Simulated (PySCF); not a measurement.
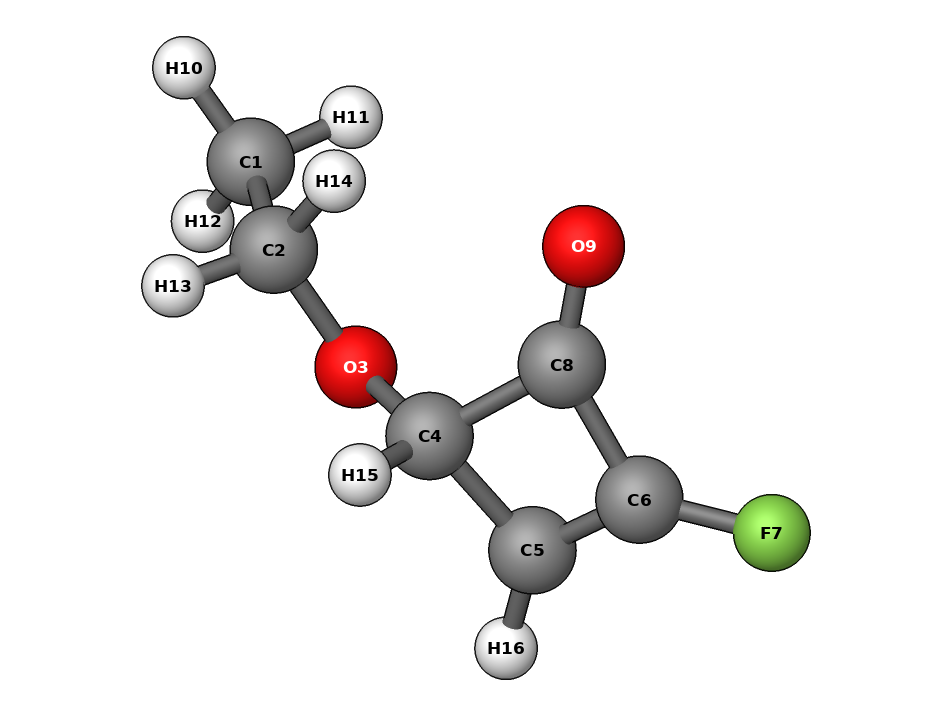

Geometry: a frame of a GFN2-xTB molecular-dynamics simulation, not a minimum. Properties computed with GIAO PBE0/pcSseg-1 NMR shielding, non-relativistic, gas phase (PySCF 2.14.0). Principal shieldings σ11 ≤ σ22 ≤ σ33, span Ω = σ33 − σ11, skew κ = 3(σiso − σ22)/Ω.

Give the shielding tensors of the F atoms.

```
atom    σ11    σ22    σ33   σiso      Ω     κ
  F7  179.6  279.5  396.3  285.1  216.7  0.08
```

Shieldings and span in ppm.
